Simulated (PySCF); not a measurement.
C4H9FOSi

Input file:

```
{"job": {"kind": "nmr", "xc": "PBE0", "basis": "pcSseg-1"}, "charge": 0, "multiplicity": 1}
C      2.130802    -0.303973     0.201496
C      0.726714    -0.031147     0.719407
C     -0.313907    -0.988802     0.130282
C     -1.671875    -0.294908     0.198126
F     -2.519825    -0.806665    -0.772167
Si    -1.186108     1.554034    -0.037625
O      0.362673     1.302586     0.396757
H      2.429226    -1.317912     0.454180
H      2.833044     0.395647     0.646397
H      2.156967    -0.180472    -0.878226
H      0.718754    -0.109300     1.815218
H     -0.085229    -1.162672    -0.923441
H     -0.299369    -1.946525     0.650614
H     -2.172534    -0.493765     1.151860
H     -1.271022     1.973844    -1.428295
H     -1.845909     2.418973     0.931493
```

Run with:

```sh
OMP_NUM_THREADS=1 python probes_run.py task.json out
```

Geometry: GFN2-xTB.

Theory: PBE0/pcSseg-1, SCF density, gas phase, non-relativistic (PySCF).

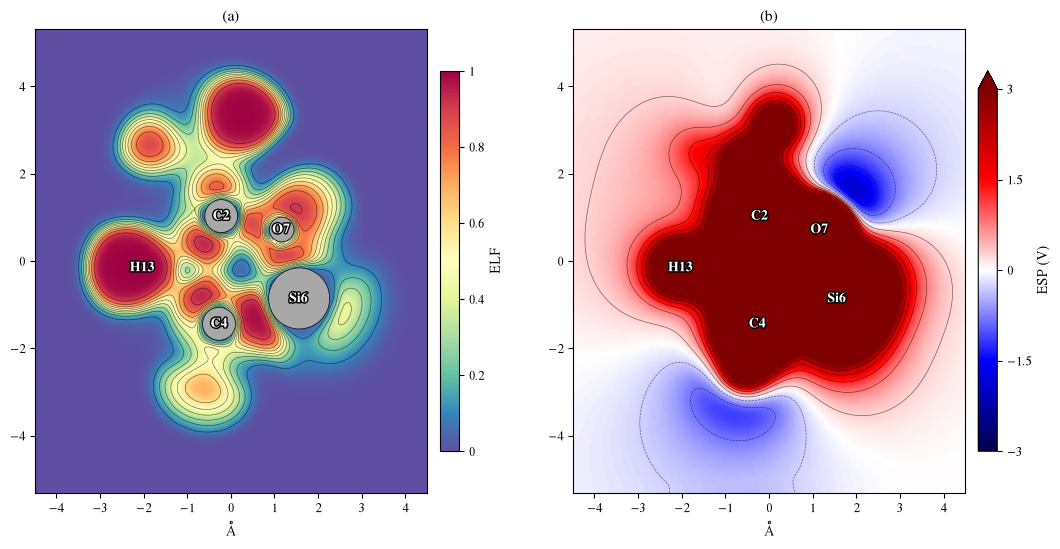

Figure 1. (a) ELF; (b) molecular electrostatic potential on the plane of atoms C2, O7 and Si6. Grey discs cover the atomic cores in the ELF map.

> What do the fields say about this system?

The plane passes through C, Si, O and H nuclei. C–O (1.42 Å): the ELF peaks at about 0.85 between the atoms, as expected for a shared but strongly polarised pair. Si–O (1.63 Å): the ELF peaks at about 0.85 between the atoms: a polar covalent bond. C–Si (1.93 Å): the ELF peaks at about 1 between the atoms: a shared electron pair. The ELF also peaks beside O7, away from the bonds: lone-pair regions. Outside the dense part of the molecule the potential is most negative (−1.9 V) near O7.

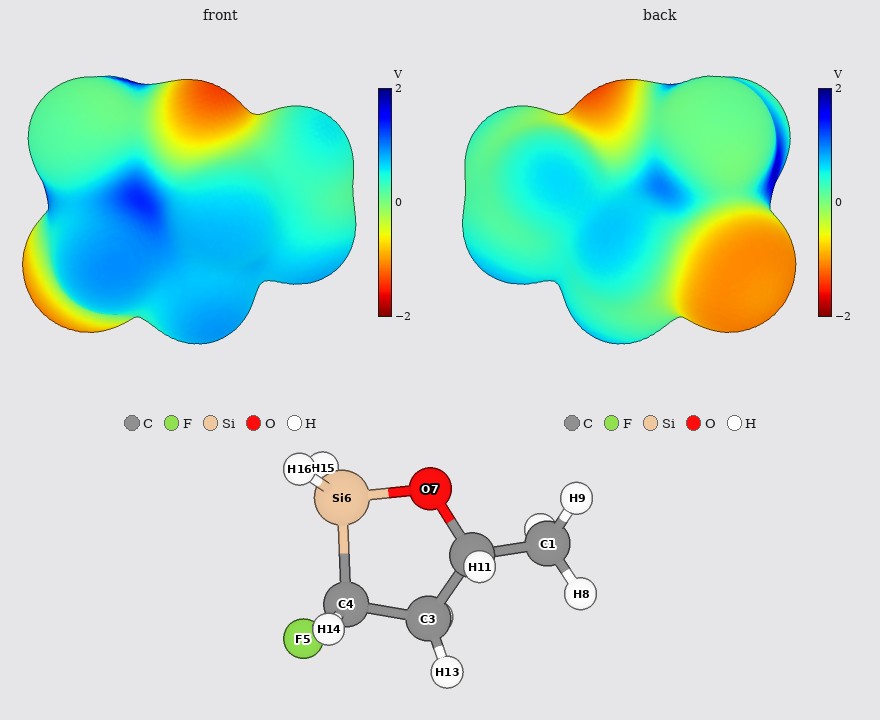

Figure 2. The molecular electrostatic potential painted on the density surface at 0.002 e/bohr³, seen from the front and from behind; the colour scale runs from red (negative) to blue (positive). The bare structure is drawn below in the same view.

> Where is the surface potential most negative and most positive?

The most negative region (about −1.3 V) lies over O7, the most positive (about +1.6 V) over Si6. O7 is the likeliest acceptor of a hydrogen bond.

> How polar is the molecule by this calculation?

Its dipole moment is 1.43 D.
